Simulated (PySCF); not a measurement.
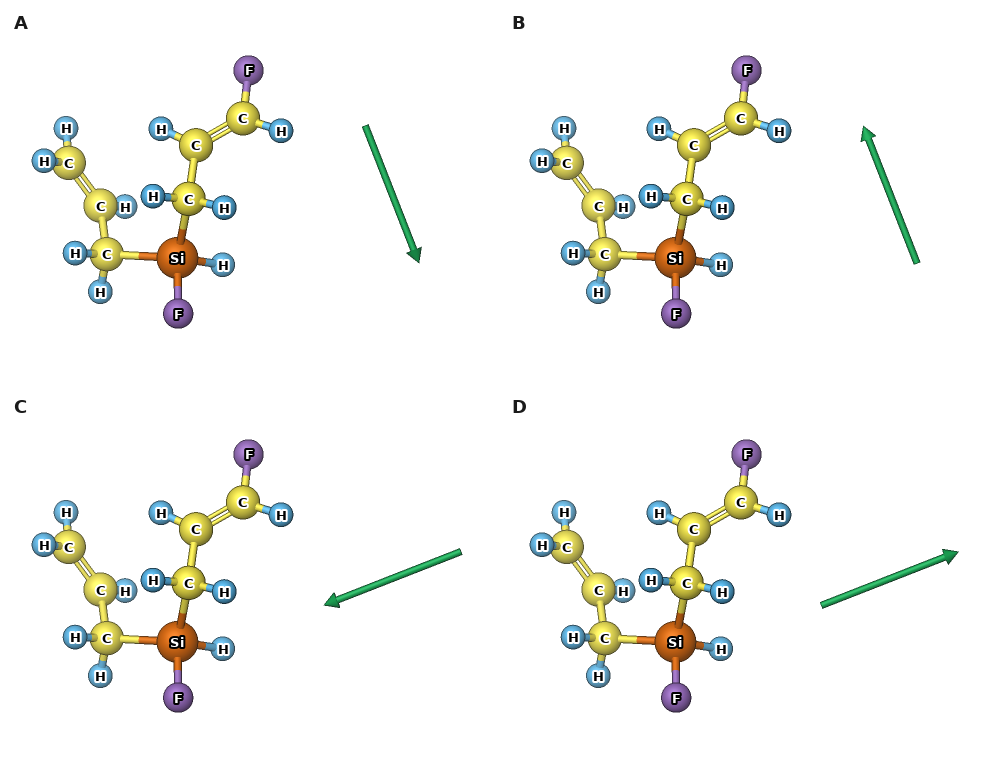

The same molecule four times, each with an arrow. The geometry was computed by an optimisation with GFN2-xTB. No frequency run is at hand to confirm it as a minimum. Level of theory: PBE0/pcSseg-1, gas phase (PySCF 2.14.0).

Question: Which arrow points along the dipole moment, from the negative to the positive end?

Answer: C. The dipole moment is 0.64 D.

The geometry is semi-empirical. Around Si such bond lengths and angles can be off by a tenth of an ångström or more and by several degrees, and values that hang on the shape move with them.
